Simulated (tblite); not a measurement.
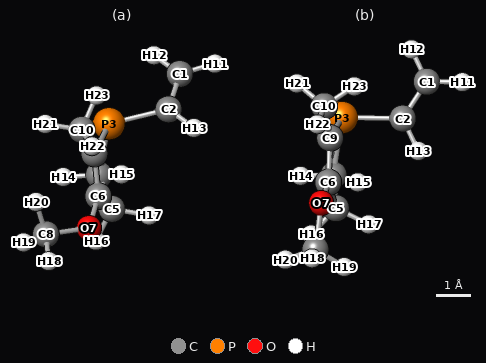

The structure of C8H13OP before (left) and after (right) a relaxation, at one scale.

A ball-and-stick model, seen from a free direction.

These are results of GFN2-xTB geometry optimisation, gas phase (tblite 0.8.0), not measurements. 

### Describe what moved and what it gained.

An H atom moves most after the best rigid fit: 2.46 Å. By element the largest moves are H 2.46 Å, C 0.94 Å, O 0.87 Å, P 0.50 Å. Some distances before and after: C–O 1.421 → 1.368 Å, C–C 1.462 → 1.506 Å, C–H 1.136 → 1.095 Å, C–C 1.493 → 1.531 Å. Bond angles that change, for instance: C–P–C 111.5° → 96.0°, P–C–C 98.0° → 109.0°, C–P–C 109.3° → 98.7°. Groups turn about C–O by about 105°, C–P by about 45°, C–C by about 35°. Over 244 geometry steps the energy falls by 1.044 eV. Cost: 3.8 s on 1 thread of Intel(R) Xeon(R) Platinum 8488C (shared host).
